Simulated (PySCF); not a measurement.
Br₄Si (SMILES Br[Si](Br)(Br)Br)

```xyz
5

Si    0.0132   -0.0212   -0.0096
Br   -0.0185   -0.0533    2.1931
Br    2.0989   -0.0409   -0.7156
Br   -0.9860    1.8005   -0.7393
Br   -1.0328   -1.7956   -0.7908
```

Geometry: PBE0-D3(BJ)/def2-SVP.

Theory: wB97X-D/def2-SVPD, SCF density, gas phase (PySCF 2.14.0).

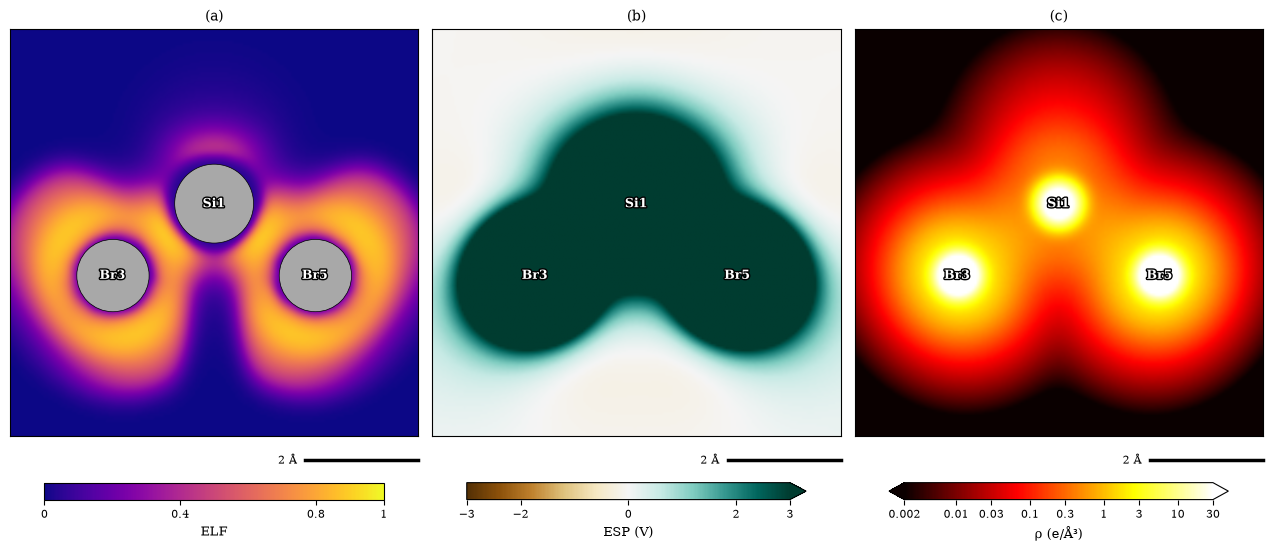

Figure 1. (a) electron localisation function; (b) molecular electrostatic potential; (c) electron density on the plane of atoms Br3, Si1 and Br5. Grey discs cover the atomic cores in the ELF map.

**What do the fields say about this system?**

- The section cuts through Si and Br sites.
- Si–Br (2.20 Å): ρ at the midpoint is about 0.81 e/Å³; the ELF peaks at about 0.90 between the atoms, as expected for a polar covalent bond.
- The ELF also peaks beside Br3 and Br5, away from the bonds: lone-pair regions.
- The potential has no marked negative region in this plane.

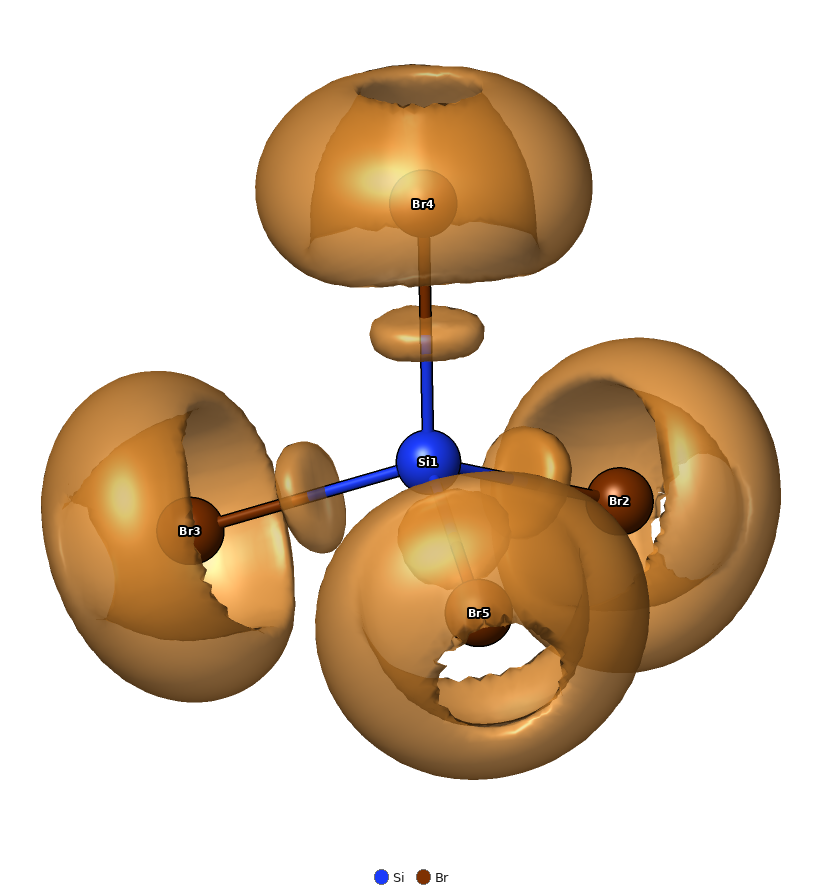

Figure 2. Isosurface of the electron localisation function at 0.8 (orange), seen at an oblique angle. Only the valence region is drawn (cores and ρ < 0.01 e/Å³ removed).

**What do the ELF domains correspond to?**

The ELF exceeds this value in four regions between bonded Br–Si atoms (shared pairs) and four rings or bowls of non-bonding electrons around Br.

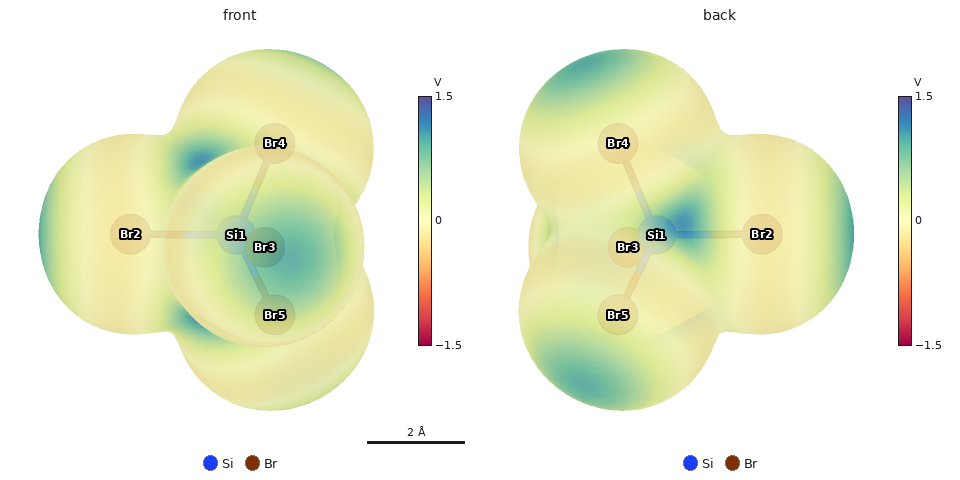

Figure 3. The molecular electrostatic potential painted on the density surface at 0.002 e/bohr³, seen from the front and from behind; red is negative and blue positive.

**Which sites attract a positive test charge, and which a negative one?**

A positive charge is drawn to the negative regions and a negative charge to the positive ones. The most negative region (about −0.1 V) lies over Br2, Br3, Br4 and Br5, the most positive (about +1.1 V, or +25 kcal/mol for a unit charge) over Si1. Br2 shows a σ-hole: about +1.0 V, or +23 kcal/mol for a unit charge at the tip opposite its bond, against about −0.1 V on its flanks. Br3 shows a σ-hole: about +1.0 V, or +23 kcal/mol for a unit charge at the tip opposite its bond, against about −0.1 V on its flanks. Br4 shows a σ-hole: about +1.0 V, or +23 kcal/mol for a unit charge at the tip opposite its bond, against about −0.1 V on its flanks. Br5 shows a σ-hole: about +1.0 V, or +23 kcal/mol for a unit charge at the tip opposite its bond, against about −0.1 V on its flanks.
